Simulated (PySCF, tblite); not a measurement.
# C₃H₉FNSi₂ radical: geometry, infrared bands and EPR parameters

What infrared bands and EPR parameters should C₃H₉FNSi₂ radical (`F[C@@H]1[CH][C@@H]1[SiH2]N[SiH3]`) show?

The runs use tblite 0.8.0 and PySCF 2.14.0, with density-fitted response routines of our own; the level of theory stands in each step. All values are computed, except where a source is named. Atoms are numbered from 0 throughout.

**1. The starting structure**

16 atoms, charge 0, multiplicity 2; geometry from: force field or distance geometry start.

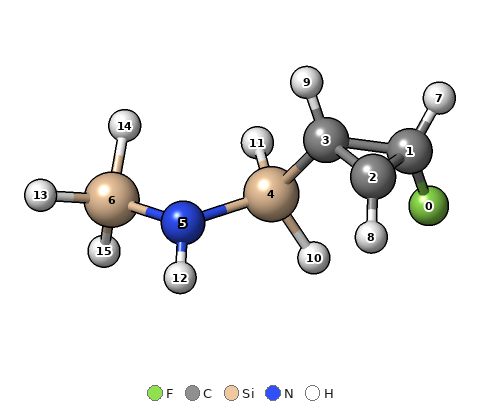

As it starts; fluorine green, carbon grey, silicon light orange, nitrogen blue, hydrogen white, atoms numbered.

**2. Geometry optimisation with GFN2-xTB**

The job: settings as JSON, then the geometry in Å.

```
{"job": {"kind": "relax", "xc": "GFN2-xTB", "basis": "xTB"}, "charge": 0, "multiplicity": 2}
F     -2.330200    -1.858400    -0.107200
C     -2.671800    -0.576000     0.279000
C     -2.562300     0.463100    -0.758600
C     -1.523200     0.436600     0.293600
Si     0.111200    -0.406400     0.033000
N      1.323600     0.615300    -0.768100
Si     2.862800     0.600100     0.127100
H     -3.305900    -0.492700     1.172800
H     -2.367800     0.130800    -1.790500
H     -1.540700     1.210000     1.089900
H     -0.035400    -1.710400    -0.660800
H      0.626200    -0.694900     1.386800
H      1.464900     0.412700    -1.765300
H      3.616400     1.812900    -0.204700
H      2.628600     0.627900     1.591600
H      3.695800    -0.561600    -0.127700
```

Started as:

```bash
> OMP_NUM_THREADS=1 python probes_run.py task.json out
```

The driver reads the jobs from task.json and runs them one after another.

**Question.** This job is followed by: GFN2-xTB harmonic vibrations, gas phase; UKS B3LYP, pcH-1 on C F H N Si, non-relativistic, mean-field spin-orbit, GIAO. What will the session give for the following? strongest single infrared mode (GFN2-xTB); zero-point energy (GFN2-xTB); g(iso) (B3LYP); ⟨S²⟩; largest a(iso) (averaged by class); potential on the surface of density 0.002 e/bohr³, 1st and 99th percentile.

**Answer**, as computed:

```
                                                                  quantity                  value
                                 strongest single infrared mode (GFN2-xTB)  2246 cm⁻¹, 740 km/mol
                                              zero-point energy (GFN2-xTB)          65.3 kcal/mol
                                                            g(iso) (B3LYP)                2.00261
                                                                      ⟨S²⟩     0.753 (exact 0.75)
                                        largest a(iso) (averaged by class)   13C on C2, 254.6 MHz
potential on the surface of density 0.002 e/bohr³, 1st and 99th percentile     -1.00 V and 1.62 V
```

In words: The optimisation took 112 steps and gained 0.702 eV; among the close pairs (by a distance rule), Si4–N5 changed most, from 1.776 to 1.725 Å. The lowest mode is imaginary (49i cm⁻¹), so the xTB geometry is not a minimum: the zero-point energy counts the real modes alone, and all values at this geometry belong to a saddle point. The strongest single mode, at 2246 cm⁻¹, has its largest shares on H10, H14 and H11 (the list is cut at 3 atoms). Unscaled tight-binding wavenumbers are off by several per cent, some by more. Its intensities can rank the bands wrongly. Most of the unpaired spin sits on C2 (0.93 e). The isotropic g lies 0.3 ppt above the free-electron value. These values are for one conformer; the search (at its own cheap level) found 2 more, at 0.21, 2.06 kcal/mol, and measured spectra average over such forms.
